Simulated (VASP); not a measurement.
Band structure of EuO (rock salt). All values below come from PBE GGA with D3 dispersion (zero damping), VASP's PBE PAW potentials (set 64) (plane waves; VASP).

The 4f electrons are frozen in the core of the lanthanide potential, so 4f levels, which can set the real gap, and their magnetism are missing.

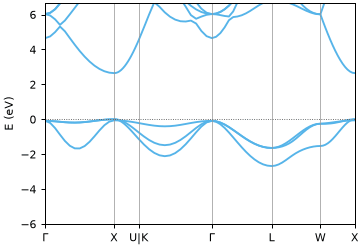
Figure: Bands along high-symmetry lines, zero at the valence-band maximum or, without a gap, the Fermi level

Question: Read the plot: is there a gap, and where are the band edges?

Answer: The gap is direct, 2.64 eV, from the valence maximum at X to the conduction minimum at X. (Edges off the drawn lines would not show.)

The compound is EuO in the rock salt structure. It was relaxed first, which changed the volume by -12 %.
